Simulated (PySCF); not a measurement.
# H3Sb, SMILES `[SbH3]`: electronic structure

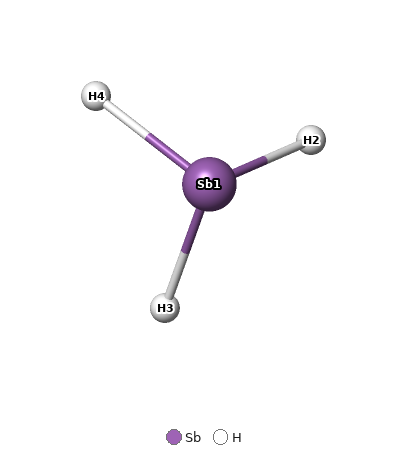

The molecule, with its atoms numbered as below. No frequency check shows the geometry to be a minimum.

Cartesian coordinates (Å):

```
Sb1      0.0403    0.0351    0.0132
H2       0.2379   -1.4730   -0.7094
H3      -1.0619   -0.6581    1.0810
H4      -1.2322    0.3413   -1.0466
```

### 1. Bonding charge

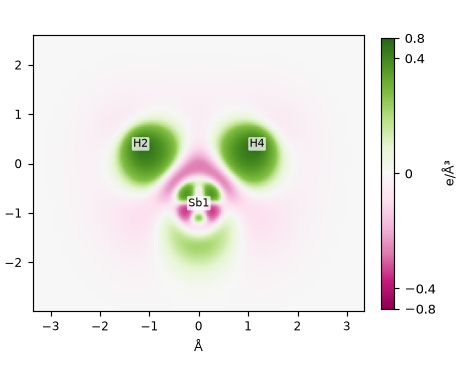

Deformation density (molecule less spherical, spin-averaged free atoms) in the plane of Sb1, H2 and H4; colour scale in e/Å³, logarithmic beyond ±0.1; green: gain, pink: loss.

Method: ωB97X/def2-SVP; geometry: GFN2-xTB; program: PySCF. Core potentials replace the inner electrons of Sb; spin–orbit coupling isn't included.

Question: Describe the bonding that the map shows.

Answer: Sb1–H2 and Sb1–H4: +0.17 e/Å³ at the bond critical point (bond length 1.68 Å, Mayer order 1.0). In all, 0.9 electrons gather in the regions of gain relative to the promolecule.

Question: Where do the Hirshfeld charges lie?

Answer: The highest Hirshfeld charge is on Sb1 (+0.21 e), the lowest on H2, H3 and H4 (−0.07 e).

### 2. Bond critical points

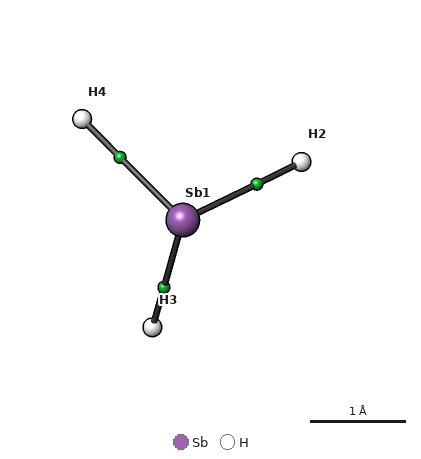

Molecular graph of the electron density (QTAIM): bond paths, bond critical points (green), ring points (magenta, if any); weak paths are dashed.

Question: How many critical points of each kind are there, and does the count close?

Answer: 4 nuclei, 3 bond, 0 ring and 0 cage critical points: 4 − 3 + 0 − 0 = 1, as the Poincaré–Hopf relation requires.

Question: Tabulate density, Laplacian, ellipticity and energy density at the bond critical points (atomic units).

Answer:
| bond | length (Å) | ρ (a.u.) | ∇²ρ (a.u.) | ε | H (a.u.) |
| --- | --- | --- | --- | --- | --- |
| Sb1–H2 (3 alike) | 1.684 | 0.119 | +0.11 | 0.03 | −0.058 |

Question: What kind of interaction is Sb1–H2?

Answer: Polar or intermediate (positive Laplacian, negative energy density H): ρ = 0.119, ∇²ρ = +0.11, H = −0.058 a.u.

### 3. Electrostatic potential

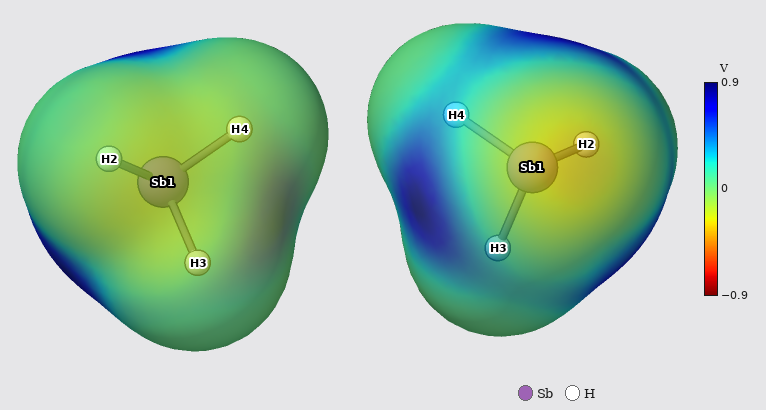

Electrostatic potential on the surface of electron density 0.001 a.u. (back view left, front view right).

Question: Where are the extremes of the potential on the surface?

Answer: Highest: 0.84 V, near Sb1 (2.23 Å), H2 (2.26 Å) and H3 (2.35 Å), and at like points elsewhere. Lowest: −0.33 V, 2.5 Å from Sb1. Further minima include −0.18 V, 1.7 Å from H4. The surface is sampled at points, so like sites can differ by a few per cent and only the strongest of them is named.

Question: What volume does the surface enclose, and what is the dipole moment?

Answer: About 71 Å³; the dipole moment is 0.2 D.

### 4. Excited states

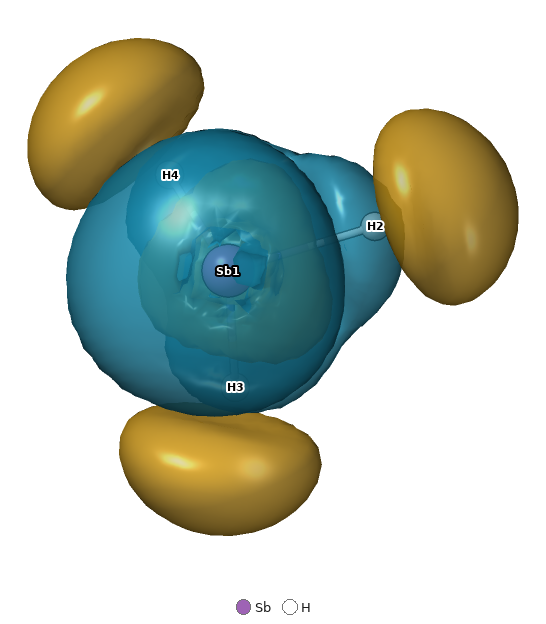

Unrelaxed difference density of S₃ less the ground state (TDA singlet states), ±0.01 e/Å³; yellow: gain, teal: loss.

Computed with PySCF, PBE/def2-TZVP, geometry: GFN2-xTB. Core potentials replace the inner electrons of Sb; spin–orbit coupling isn't included. Without diffuse functions Rydberg states are missing, so the states' numbers hold for this basis only.

Question: How does the charge move on excitation?

Answer: 0.64 e is displaced in all, of which about 0.2 e passes between atoms: Sb1 (0.16 e) loses electrons and H2, H3 and H4 (0.05 e each) gain them. The state: 7.14 eV (174 nm), f = 0.146 (bright), partly diffuse acceptor orbital, which a basis without diffuse functions describes poorly; the leading pair carries 95 %; hole on Sb1 (75 %) and H2, H3 and H4 (8 % each), electron on Sb1 (59 %) and H2, H3 and H4 (14 % each) (atom shares of so diffuse an orbital are rough); their centroids lie 0.2 Å apart.

### 5. In an electric field

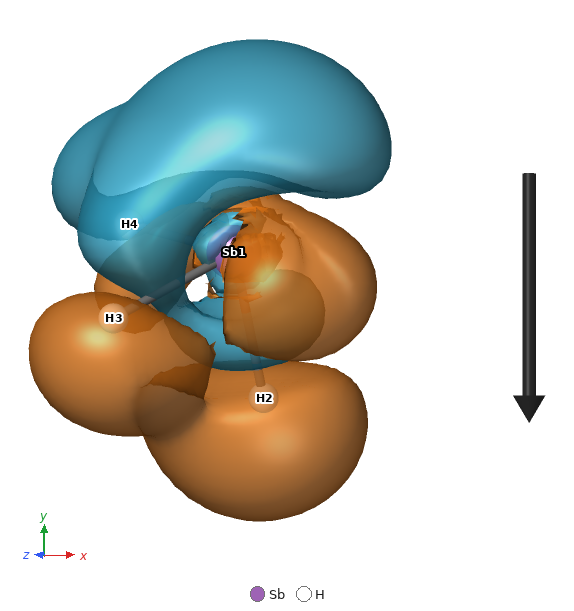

Change of the electron density in a uniform field of 0.21 V/Å along −y (arrow), surfaces at ±0.001 e/Å³ (light blue: gain, orange: loss).

PySCF calculation, TPSSh/def2-SVPD, gas phase; geometry: GFN2-xTB. Core potentials replace the inner electrons of Sb; spin–orbit coupling isn't included.

The field was applied in both directions; the picture shows the one opposite to the script's first.

Question: How large is the response?

Answer: The induced dipole is 0.46 D (along the field); α along this axis, from the fields in both directions, is 45 bohr³ (6.7 Å³).

### 6. Removing or adding an electron

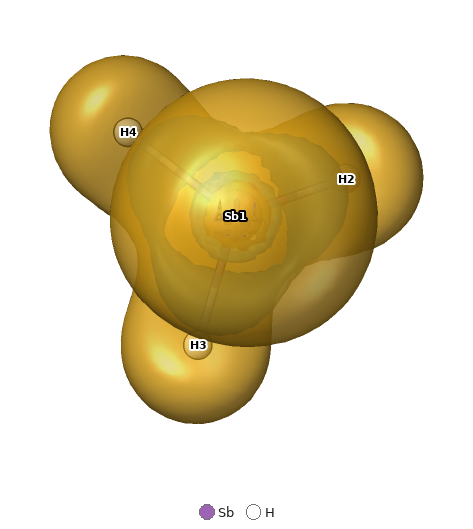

Fukui function f⁻ = ρ(N) − ρ(N−1) at fixed geometry, surfaces at ±0.02 e/Å³ (yellow positive, teal negative).

Level of theory: TPSSh/def2-SVPD (PySCF), at a geometry from GFN2-xTB. Core potentials replace the inner electrons of Sb; spin–orbit coupling isn't included.

Question: On which atoms does the density change most on removal of an electron?

Answer: f⁻ (Hirshfeld-condensed) is largest on Sb1 (0.63); the vertical ionisation energy is 10.04 eV. Condensed values hint at sites of electrophilic attack but needn't mark the atom that reacts. Orbital relaxation makes it negative in places (0.08 e in all).

| atom | f⁻ | charge |
| --- | --- | --- |
| Sb1 | +0.63 | +0.22 |
| H2 | +0.12 | −0.07 |
| H3 | +0.12 | −0.07 |
| H4 | +0.12 | −0.07 |

The PySCF runs shown took 2.3 s, 10 s, 5.6 s and 32 s on 1 thread of Intel(R) Xeon(R) 6975P-C (Granite Rapids), on a shared host.
